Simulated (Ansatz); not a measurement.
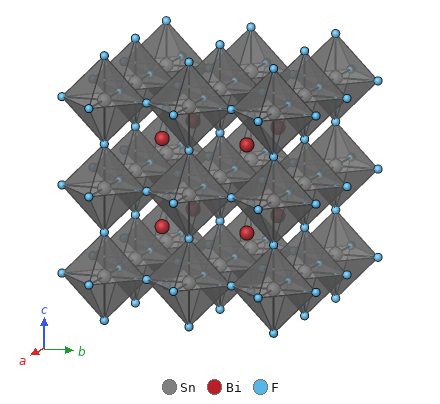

Polyhedra are drawn about Sn (bonds: F–Sn below 2.6 Å); other atoms are plain spheres.

System SnBiF₃ (space group Pm-3m, No. 221); source of the atomic positions: the end point of a relaxation with DFT PBE, scalar-relativistic, plane waves, PAW in Ansatz 0.2.0; the starting structure was generated, so it need not be a known form of this composition.

> What figure surrounds each Sn atom, and what does it share with the other drawn polyhedra?

Sn: SnF6 octahedron, sharing corners with six neighbours.

> How do these polyhedra hang together as a whole?

They form a three-dimensional framework of corner-sharing octahedra.
